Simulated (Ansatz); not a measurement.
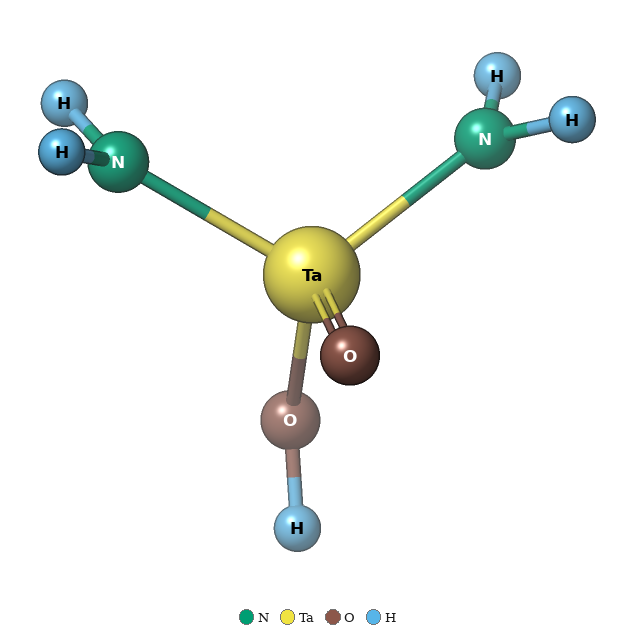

Depth is shown by fading: the farther an atom, the more it takes the colour of the background. Charge 0, singlet. The geometry was computed by an optimisation with PBE0-D4/def2-TZVP.

### Which symmetry elements does this geometry have?

It has 1 mirror plane, so the point group is Cs. The group has 2 operations. The geometry is achiral, and symmetry allows a dipole moment.
